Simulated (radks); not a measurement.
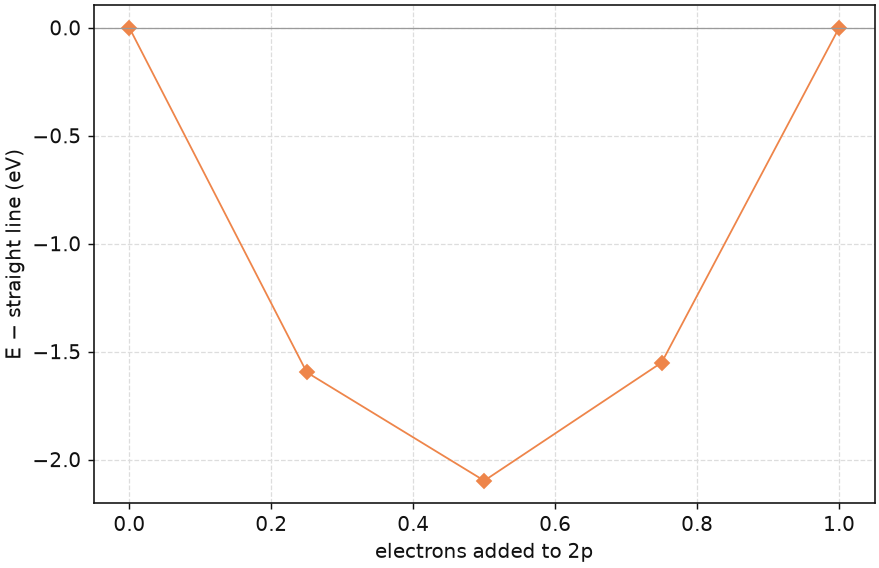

All numbers are computed, not measured: Dirac Kohn-Sham, PBEsol, spin-unpolarised, spherical densities, finite nucleus (the in-house radial solver radks). The occupation of the 2p shell is varied from N²⁺ ([He] 2s2 2p1 (2p1/2: 1)) to N⁺ ([He] 2s2 2p2 (2p1/2: 2)), with spherical fractional occupations. The plot shows the total energy less the straight line between the end points.

Q: Is the energy convex or concave in the occupation, and by how much?

A: The curve is convex (below the straight line), with the largest deviation among the points computed, −2.10 eV, at 0.5. The end points differ by 28.7 eV, the energy to take the electron out. Convexity is the mark of the delocalisation error, which puts fractional charges too low; for p, d and f shells the spherical spreading of the fraction adds to it.
